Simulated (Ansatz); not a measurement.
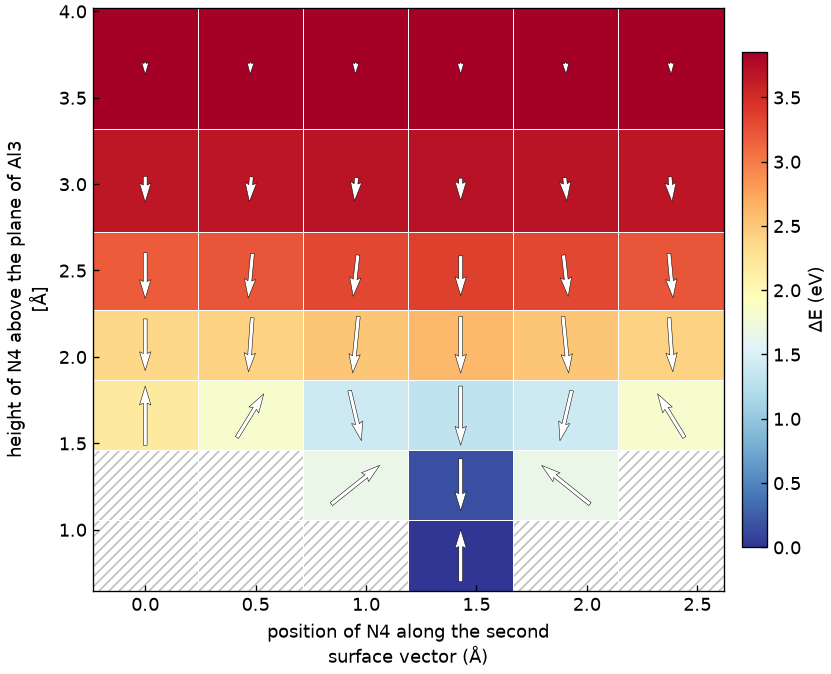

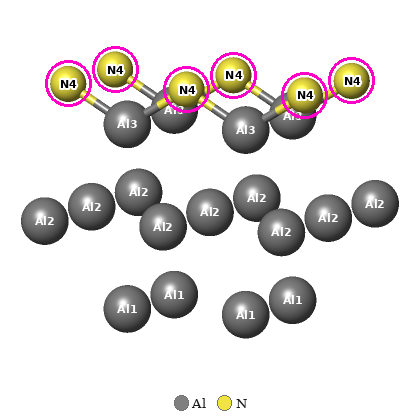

Energy landscape of N on an Al(100) slab cut from the Fm-3m phase, its upper half relaxed before the scan (3 atoms of substrate and one adsorbate in a 1 × 1 cell). N is moved along a line over the surface and along the normal, above a rigid substrate. Coordinates scanned: (1) position of N4 along the second surface vector, from above Al3; (2) height of N4 above the plane of Al3. The scan uses a 6 × 7 grid; 23 points were computed and 11 follow by symmetry. At 8 points there is no value (left out of the scan, as a rule where atoms come close). Points are written as (first, second). Energies are in eV, from the lowest grid point. Energies and slopes of some neighbouring points disagree (a jump in structure or state, or too coarse a mesh). Computed with Ansatz 0.2.0, DFT PBE, scalar-relativistic, plane waves, PAW. Settings: cutoff 420 eV, k-mesh 9×9×1, gaussian smearing 0.1 eV, spin-polarised.

The picture shows one coloured cell a grid point, arrows along the force (downhill), their lengths compressed, hatched blanks where no value was computed. The second picture is the structure at the lowest point; rings mark the moved atoms.

Describe this landscape.

The lowest grid point is at (1.43 Å, 0.85 Å) [nearest 2 Al at 1.66 Å]. It lies on the edge of the grid, but the force there points inwards, so the minimum lies inside the range. The highest grid point, (1.43 Å, 3.67 Å) [nearest 2 Al at 3.94 Å], lies 3.86 eV above the lowest.

The whole map (23 points run) took 11 min on 1 thread of Arm Neoverse V1, on a shared host.

PAW datasets: the set soft_1.
